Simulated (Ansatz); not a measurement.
The starting structures come from a database of crystals and need not be the phases stable at ambient conditions.

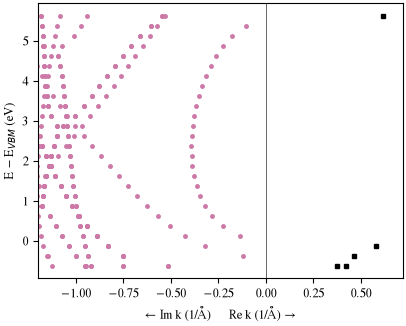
*Complex bands at the centre of the two-dimensional zone; r2SCAN (Ansatz, a first-principles code)*

The gap is the functional's own, uncorrected, and κ follows it; spin-orbit coupling is left out. Mid-gap values are interpolated between the computed energies.

**Question.** This is Tl₂SiF₆ (Fm-3m, not sure to be the ambient phase, 9 atoms a cell, 18.5 Å³ an atom, -3 GPa at this level) along the normal of (001). Read off the slowest decay at the centre of the two-dimensional zone at 2.88 eV, the computed energy nearest the middle of the gap.

**Answer.** κ ≈ 0.39 1/Å, a decay length 1/(2κ) of the density of 1.3 Å.
